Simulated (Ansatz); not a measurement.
# Geometry relaxation of AlN$_{2}$H$_{5}$ (part 1 of 2)

System: AlN$_{2}$H$_{5}$.
Method: RKS B3LYP-D4/def2-SVP (Ansatz 0.2.0).

It belongs to a series of runs on one base structure; here: end point B relaxed. Figures and captions count atoms from 1; the log counts them from 0 in places.

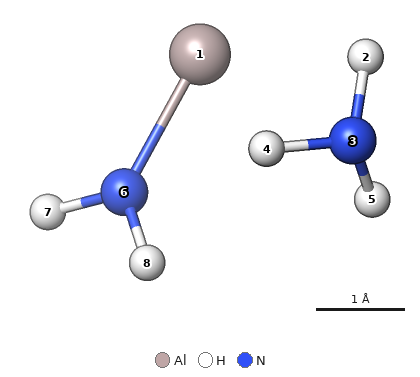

The structure as given in the input (ball-and-stick view, seen at a tilt; atoms are numbered from 1 in the order of the input). Sticks mark near contacts. Bond lengths as drawn: Al–N 1.81 Å and H–N 1.02 to 1.04 Å.

### Summary

| quantity | value |
| --- | --- |
| outcome | converged |
| total energy | −9654.9800 eV |
| mean-field energy | −9654.7747 eV |
| largest force (length of the vector) at the end | 0.032 eV/Å |
| hardware | 1 thread of Arm Neoverse V2, 24 GiB of memory available, shared host |
| wall time | 35 s |
| peak memory | 0.13 GiB |

### The input
```yaml
crystal:
  periodic: [false, false, false]
  atoms:
    - { symbol: Al, position_ang: [-0.961281, -0.166636, 1.024223] }
    - { symbol: H, position_ang: [1.791527, -0.072333, 1.232106] }
    - { symbol: "N", position_ang: [2.046075, 0.096747, 0.240795] }
    - { symbol: H, position_ang: [1.629264, -0.641136, -0.324922] }
    - { symbol: H, position_ang: [1.659555, 0.997469, -0.038434] }
    - { symbol: "N", position_ang: [-1.19902, -0.095282, -0.772453] }
    - { symbol: H, position_ang: [-2.108939, -0.275223, -1.201361] }
    - { symbol: H, position_ang: [-0.549281, 0.156394, -1.515755] }
basis:
  gaussian: { orbitals: def2-SVP }
hamiltonian:
  xc: b3lyp
  dispersion: d4
relax:
  f_tol: 0.03
  max_steps: 50
output:
  orbitals: {}
```

Command:
```bash
ansatz run input.yaml --threads 1 --pin off --max-ram 2048MiB --backend cpu --events-out ev --progress --plain --runs-dir out
```

### What the program printed
```
The last accepted step is kept in [file] (removed where the run ends without a failure and the disk answers)
Engine: ansatz 0.2.0, aarch64-unknown-linux-gnu
Functional definition: B3LYP
  parameter a0 = 0.2
  parameter ax = 0.72
  parameter ac = 0.81
  exchange = (1 - a0 - ax)*slater_x + ax*b88_x + a0*exact_x
  correlation = (1 - ac)*vwn_rpa_c + ac*lyp_c
761 factors; integrals over basis functions are off by at most 5.0e-4 eV
mean field evaluation 1: about -9642.1746 eV, gradient 7.8e1 eV
mean field evaluation 2: about -9586.8746 eV, gradient 1.5e2 eV
mean field evaluation 4: about -9654.6496 eV, gradient 6.0e0 eV
mean field evaluation 8: about -9654.7522 eV, gradient 7.9e-2 eV
mean field -9654.75221304 eV, -354.8055996032 hartree, gradient 3.2e-5 eV, S^2 0.000000; 0 other end points of the search recorded, 0 dependent functions left out
the calculation of the forces begins
reference -9654.75244700 eV, -354.8056082011 hartree; 16, 16 occupied and 55, 55 virtual orbitals, 761 factors
relax step   1: F+E_penalty+E_count = -9654.96090142 eV  Δ(F+E_penalty+E_count) = +0.000e0 eV  max|allowed force component| = 7.300e-1 eV/Å  Δτ_max = 0.0000 Å  (24 SCF iters, accepted)
these checks for a lower state are left out or cut short: starts, cluster_reference, orbital_swaps, neighbouring_geometries, increment
761 factors; integrals over basis functions are off by at most 5.7e-4 eV
mean field evaluation 16: about -9654.6061 eV, gradient 6.5e0 eV
mean field -9654.76039379 eV, -354.8059002402 hartree, gradient 7.2e-6 eV, S^2 0.000000; 0 other end points of the search recorded, 0 dependent functions left out
[... from here on the field's lines of each further geometry are left out, up to the last ...]
relax step   2: F+E_penalty+E_count = -9654.96510331 eV  Δ(F+E_penalty+E_count) = -4.202e-3 eV  max|allowed force component| = 8.164e-1 eV/Å  Δτ_max = 0.1925 Å  (26 SCF iters, accepted)
relax step   3: F+E_penalty+E_count = -9654.96888725 eV  Δ(F+E_penalty+E_count) = -3.784e-3 eV  max|allowed force component| = 5.601e-1 eV/Å  Δτ_max = 0.0400 Å  (24 SCF iters, accepted)
relax step   4: F+E_penalty+E_count = -9654.96932251 eV  Δ(F+E_penalty+E_count) = -4.353e-4 eV  max|allowed force component| = 2.768e-1 eV/Å  Δτ_max = 0.0496 Å  (23 SCF iters, accepted)
relax step   5: F+E_penalty+E_count = -9654.97207212 eV  Δ(F+E_penalty+E_count) = -2.750e-3 eV  max|allowed force component| = 3.763e-1 eV/Å  Δτ_max = 0.0783 Å  (24 SCF iters, accepted)
relax step   6: F+E_penalty+E_count = -9654.97424142 eV  Δ(F+E_penalty+E_count) = -2.169e-3 eV  max|allowed force component| = 2.551e-1 eV/Å  Δτ_max = 0.0429 Å  (24 SCF iters, accepted)
relax step   7: F+E_penalty+E_count = -9654.97674077 eV  Δ(F+E_penalty+E_count) = -2.499e-3 eV  max|allowed force component| = 6.316e-2 eV/Å  Δτ_max = 0.0396 Å  (24 SCF iters, accepted)
relax step   8: F+E_penalty+E_count = -9654.97724322 eV  Δ(F+E_penalty+E_count) = -5.024e-4 eV  max|allowed force component| = 1.786e-2 eV/Å  Δτ_max = 0.0259 Å  (23 SCF iters, accepted)
relax step   9: F+E_penalty+E_count = -9654.97648081 eV  Δ(F+E_penalty+E_count) = +7.624e-4 eV  max|allowed force component| = 2.375e-1 eV/Å  Δτ_max = 0.0890 Å  (26 SCF iters, rejected (line search))
relax step  10: F+E_penalty+E_count = -9654.97770286 eV  Δ(F+E_penalty+E_count) = -4.596e-4 eV  max|allowed force component| = 3.257e-2 eV/Å  Δτ_max = 0.0356 Å  (23 SCF iters, accepted)
relax step  11: F+E_penalty+E_count = -9654.97620140 eV  Δ(F+E_penalty+E_count) = +1.501e-3 eV  max|allowed force component| = 2.627e-1 eV/Å  Δτ_max = 0.0975 Å  (26 SCF iters, rejected (line search))
relax step  12: F+E_penalty+E_count = -9654.97782255 eV  Δ(F+E_penalty+E_count) = -1.197e-4 eV  max|allowed force component| = 2.406e-2 eV/Å  Δτ_max = 0.0128 Å  (24 SCF iters, accepted)
relax step  13: F+E_penalty+E_count = -9654.97821012 eV  Δ(F+E_penalty+E_count) = -3.876e-4 eV  max|allowed force component| = 4.870e-2 eV/Å  Δτ_max = 0.0487 Å  (23 SCF iters, accepted)
relax step  14: F+E_penalty+E_count = -9654.97737648 eV  Δ(F+E_penalty+E_count) = +8.336e-4 eV  max|allowed force component| = 1.638e-1 eV/Å  Δτ_max = 0.0676 Å  (23 SCF iters, rejected (line search))
relax step  15: F+E_penalty+E_count = -9654.97835521 eV  Δ(F+E_penalty+E_count) = -1.451e-4 eV  max|allowed force component| = 3.649e-2 eV/Å  Δτ_max = 0.0125 Å  (25 SCF iters, accepted)
relax step  16: F+E_penalty+E_count = -9654.97864964 eV  Δ(F+E_penalty+E_count) = -2.944e-4 eV  max|allowed force component| = 5.328e-2 eV/Å  Δτ_max = 0.0366 Å  (24 SCF iters, accepted)
relax step  17: F+E_penalty+E_count = -9654.97883952 eV  Δ(F+E_penalty+E_count) = -1.899e-4 eV  max|allowed force component| = 8.556e-2 eV/Å  Δτ_max = 0.0389 Å  (23 SCF iters, accepted)
relax step  18: F+E_penalty+E_count = -9654.97905812 eV  Δ(F+E_penalty+E_count) = -2.186e-4 eV  max|allowed force component| = 6.289e-2 eV/Å  Δτ_max = 0.0140 Å  (23 SCF iters, accepted)
relax step  19: F+E_penalty+E_count = -9654.97937321 eV  Δ(F+E_penalty+E_count) = -3.151e-4 eV  max|allowed force component| = 1.899e-2 eV/Å  Δτ_max = 0.0312 Å  (23 SCF iters, accepted)
relax step  20: F+E_penalty+E_count = -9654.97952291 eV  Δ(F+E_penalty+E_count) = -1.497e-4 eV  max|allowed force component| = 3.989e-2 eV/Å  Δτ_max = 0.0516 Å  (23 SCF iters, accepted)
relax step  21: F+E_penalty+E_count = -9654.97961075 eV  Δ(F+E_penalty+E_count) = -8.784e-5 eV  max|allowed force component| = 6.663e-2 eV/Å  Δτ_max = 0.0266 Å  (24 SCF iters, accepted)
the calculation of the forces begins
reference -9654.77474292 eV, -354.8064275610 hartree; 16, 16 occupied and 55, 55 virtual orbitals, 761 factors
relax step  22: F+E_penalty+E_count = -9654.97978656 eV  Δ(F+E_penalty+E_count) = -1.758e-4 eV  max|allowed force component| = 2.684e-2 eV/Å  Δτ_max = 0.0111 Å  (25 SCF iters, accepted)
761 factors; integrals over basis functions are off by at most 4.9e-4 eV
mean field evaluation 128: about -9654.7745 eV, gradient 1.5e-5 eV
```

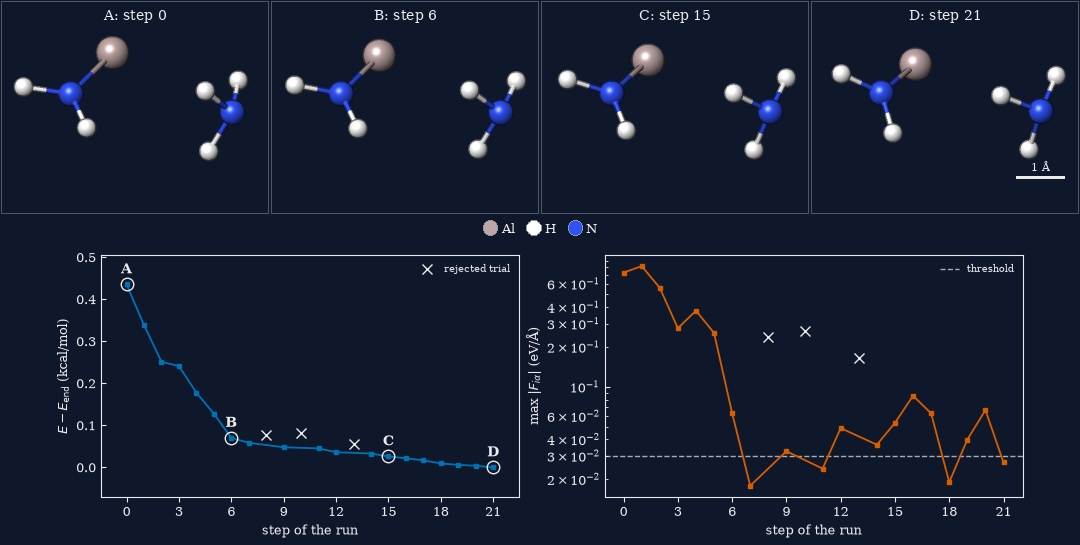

Frames of the relaxation (ball-and-stick view, seen at a tilt) above the curves, on which the letters mark them (the first geometry is step 0 here and step 1 in the log).

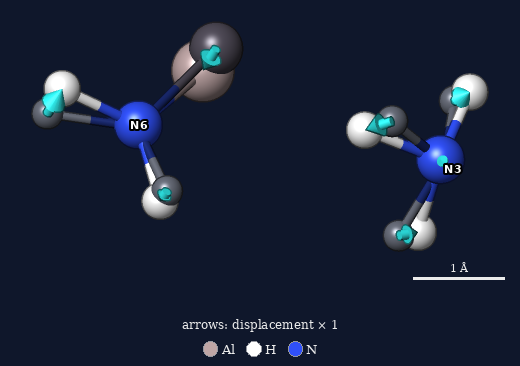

Start (faint) and end (solid) with the displacements as teal arrows, at true length (ball-and-stick view, seen at a tilt). The two geometries are laid on each other by the best rigid fit. H7 moves most after the best rigid fit: 0.42 Å. Largest moves by element: H 0.42 Å, Al 0.35 Å, N 0.09 Å. Among the contacts that change: H2–N3 1.037 → 1.020 Å, Al1–N6 1.814 → 1.819 Å. Over 21 geometry steps the energy falls by 0.44 kcal/mol. The largest force component goes from 0.73 to 0.027 eV/Å. The line search rejected the trial steps at points 8, 10, 13 (counted from 0) and went back. (Atoms are counted from 1 in the order of the input.)

```
mean field -9654.77451146 eV, -354.8064190550 hartree, gradient 1.5e-5 eV, S^2 0.000000; 1 other end points of the search recorded, 0 dependent functions left out
the calculation of the forces begins
reference -9654.77474292 eV, -354.8064275610 hartree; 16, 16 occupied and 55, 55 virtual orbitals, 761 factors
Total energy: -9654.98001802 eV, -354.8139712817 hartree
Atom 0 at    -1.104113     0.133164     1.017942 Å, force     0.002308    -0.000098    -0.018314 eV/Å
Atom 1 at     1.996520    -0.288979     1.143979 Å, force    -0.004483     0.002117     0.000699 eV/Å
Atom 2 at     2.033206     0.045320     0.181420 Å, force    -0.006931     0.002315    -0.019634 eV/Å
Atom 3 at     1.324035    -0.453661    -0.356265 Å, force     0.013343     0.016265     0.016894 eV/Å
Atom 4 at     1.804337     1.039407     0.182602 Å, force    -0.001054    -0.020702     0.002305 eV/Å
Atom 5 at    -1.184613    -0.129991    -0.779984 Å, force    -0.015975    -0.006613    -0.002978 eV/Å
Atom 6 at    -1.932780    -0.658947    -1.233390 Å, force     0.026840     0.017417     0.005305 eV/Å
Atom 7 at    -0.628692     0.313688    -1.512105 Å, force    -0.014047    -0.010701     0.015722 eV/Å
Dipole moment:    -0.209280     0.020985    -0.247705 e Å
```

### Trajectory as extended XYZ (Å, eV, eV/Å), 22 frames, from step=1 to step=22
```
8
Properties=species:S:1:pos:R:3:forces:R:3 step=1 energy=-9654.96090
Al   -0.9613   -0.1666    1.0242   -0.0379   0.0072  -0.0162
H     1.7915   -0.0723    1.2321    0.2526   0.1123  -0.6530
N     2.0461    0.0967    0.2408   -0.1756  -0.1254   0.7300
H     1.6293   -0.6411   -0.3249   -0.0167   0.0180  -0.0359
H     1.6596    0.9975   -0.0384   -0.0225  -0.0062  -0.0309
N    -1.1990   -0.0953   -0.7725   -0.0207  -0.0110   0.0143
H    -2.1089   -0.2752   -1.2014    0.0086   0.0040  -0.0044
H    -0.5493    0.1564   -1.5158    0.0121   0.0010  -0.0039
8
Properties=species:S:1:pos:R:3:forces:R:3 step=2 energy=-9654.96510
Al   -1.0405   -0.1509    1.0167    0.0168   0.0053  -0.0118
H     1.9839   -0.0777    1.2378    0.0320   0.1563  -0.8164
N     2.0661    0.1050    0.2178   -0.2311  -0.0702   0.6208
H     1.5877   -0.6445   -0.2879    0.0714   0.0917   0.1004
H     1.6004    0.9920    0.0034    0.1017  -0.1792   0.0931
N    -1.2226   -0.0949   -0.7875    0.0067  -0.0029   0.0078
H    -2.1208   -0.2701   -1.2428    0.0161   0.0024  -0.0069
H    -0.5464    0.1410   -1.5133   -0.0138  -0.0034   0.0130
8
Properties=species:S:1:pos:R:3:forces:R:3 step=3 energy=-9654.96889
Al   -1.0301   -0.1468    1.0208   -0.0242  -0.0029   0.0647
H     1.9832   -0.0801    1.2284   -0.0081   0.1138  -0.5601
N     2.0543    0.1044    0.2152   -0.1721  -0.0434   0.3387
H     1.5738   -0.6393   -0.2953    0.0770   0.0643   0.1100
H     1.5992    0.9955    0.0012    0.0883  -0.1378   0.1056
N    -1.2320   -0.0973   -0.7787    0.0361  -0.0015  -0.0877
H    -2.1133   -0.2676   -1.2678    0.0308   0.0055   0.0462
H    -0.5272    0.1313   -1.4796   -0.0279   0.0020  -0.0174
8
Properties=species:S:1:pos:R:3:forces:R:3 step=4 energy=-9654.96932
Al   -1.0310   -0.1390    1.0277   -0.0145  -0.0325   0.0572
H     1.9811   -0.0671    1.2149    0.0114   0.0448  -0.2768
N     2.0402    0.1007    0.2047   -0.0821  -0.0390   0.2228
H     1.5622   -0.6575   -0.2833    0.0235   0.0580   0.0324
H     1.5759    0.9842   -0.0086    0.0373  -0.0639   0.0207
N    -1.2072   -0.1374   -0.7764    0.0800   0.1752  -0.2134
H    -2.0947   -0.2620   -1.2695    0.0498  -0.0483   0.0650
H    -0.5185    0.1780   -1.4652   -0.1054  -0.0944   0.0921
8
Properties=species:S:1:pos:R:3:forces:R:3 step=5 energy=-9654.97207
Al   -1.0303   -0.1071    1.0352   -0.0146  -0.0016  -0.0064
H     1.9905   -0.0946    1.2012    0.0301   0.0202  -0.1717
N     2.0296    0.0942    0.1959   -0.0340  -0.0361   0.2217
H     1.5286   -0.6481   -0.2917   -0.0073   0.0625  -0.0080
H     1.5706    0.9880    0.0215    0.0110  -0.0365  -0.0388
N    -1.1981   -0.0899   -0.7719   -0.0723  -0.0234  -0.3763
H    -2.0691   -0.3357   -1.2635    0.2857   0.0924   0.1874
H    -0.5139    0.1931   -1.4825   -0.1985  -0.0775   0.1920
8
Properties=species:S:1:pos:R:3:forces:R:3 step=6 energy=-9654.97424
Al   -1.0274   -0.1211    1.0304   -0.0127   0.0041   0.0037
H     1.9851   -0.0954    1.2041    0.0309   0.0234  -0.1650
N     2.0324    0.0922    0.1991   -0.0607  -0.0326   0.1955
H     1.5013   -0.6289   -0.2892    0.0200   0.0591  -0.0085
H     1.6102    1.0041    0.0232    0.0063  -0.0541  -0.0235
N    -1.1985   -0.1049   -0.7762   -0.0074   0.0210  -0.2551
H    -2.0783   -0.3204   -1.2590    0.1724   0.0366   0.1115
H    -0.5170    0.1745   -1.4883   -0.1488  -0.0575   0.1413
```
